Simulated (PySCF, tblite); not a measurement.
# C4H11BP2: geometry, infrared bands and NMR shifts

Wanted: the infrared bands and NMR shifts of C4H11BP2 (`[BH3-][P@@+]1(P)C=CCC1`), by calculation.

The runs use tblite 0.8.0 and PySCF 2.14.0, with density-fitted response routines of our own; the level of theory stands in each step. All values are computed, except where a source is named. Atoms count from 0, in the outputs and in this text.

**1. The molecule as given**

18 atoms, charge 0, multiplicity 1; geometry from: force field or distance geometry start.

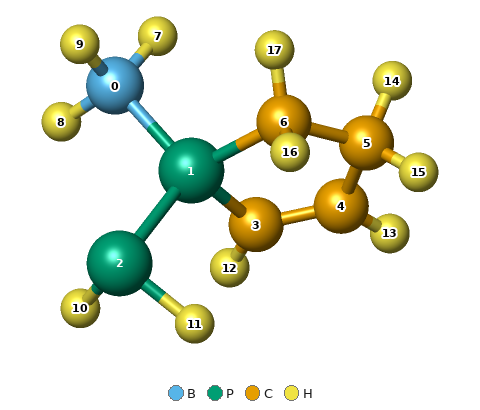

The starting geometry (boron blue, phosphorus teal, carbon amber, hydrogen yellow), atoms numbered.

**2. Geometry optimisation with GFN2-xTB**

What the job is given:

```
{"job": {"kind": "relax", "xc": "GFN2-xTB", "basis": "xTB"}, "charge": 0, "multiplicity": 1}
B      1.538600     0.958100     1.394000
P      0.695500     0.014500    -0.026000
P      2.139600    -0.880800    -1.361500
C     -0.453000    -1.171600     0.578800
C     -1.704200    -0.880300     0.272900
C     -1.916500     0.396300    -0.511800
C     -0.541700     0.992600    -0.893800
H      0.700300     1.424800     2.112500
H      2.227400     0.216100     2.019500
H      2.189500     1.839100     0.947000
H      2.527300    -1.903400    -0.417400
H      1.133300    -1.710100    -2.022800
H     -0.178900    -2.051900     1.176000
H     -2.531200    -1.501200     0.575800
H     -2.475900     1.123800     0.128200
H     -2.510200     0.185700    -1.410000
H     -0.375200     0.902900    -1.981200
H     -0.473500     2.051600    -0.592000
```

Run with:

```console
$ OMP_NUM_THREADS=1 python probes_run.py task.json out
```

One launch serves the whole session: the jobs run in the order shown.

**Question.** This job is followed by: GFN2-xTB harmonic vibrations, gas phase; GIAO PBE0/pcSseg-1 NMR shielding, non-relativistic, gas phase. What will the session give for the following? strongest single infrared mode (GFN2-xTB); zero-point energy (GFN2-xTB); ¹³C shifts against TMS (PBE0/pcSseg-1); ¹H shifts against TMS (PBE0/pcSseg-1, means over atoms taken as alike); ¹¹B shifts against BF3·OEt2 (PBE0/pcSseg-1); ³¹P shifts against H3PO4 (PBE0/pcSseg-1).

**Answer**, as computed:

```
                                                              quantity                                               value
                             strongest single infrared mode (GFN2-xTB)                               1067 cm⁻¹, 265 km/mol
                                          zero-point energy (GFN2-xTB)                                       84.8 kcal/mol
                                ¹³C shifts against TMS (PBE0/pcSseg-1)                        156.3, 134.0, 37.4, 31.0 ppm
¹H shifts against TMS (PBE0/pcSseg-1, means over atoms taken as alike)  6.81, 6.13, 2.94, 2.85, 2.48, 2.17, 1.89, 1.26 ppm
                           ¹¹B shifts against BF3·OEt2 (PBE0/pcSseg-1)                                           -40.3 ppm
                              ³¹P shifts against H3PO4 (PBE0/pcSseg-1)                                    15.2, -217.6 ppm
```

In words: The optimisation took 175 steps and gained 0.465 eV; among the close pairs (by a distance rule), P2–H11 changed most, from 1.462 to 1.394 Å. All 48 modes are real, so the xTB geometry is a minimum. The strongest single mode, at 1067 cm⁻¹, moves mainly H9, H8 and H7. GFN2-xTB is a fitted tight-binding method: band positions and strengths are rough. Its intensities can rank the bands wrongly. At PBE0/pcSseg-1: The widest tensor belongs to C4: span 223 ppm, with a paramagnetic part of -225 ppm.
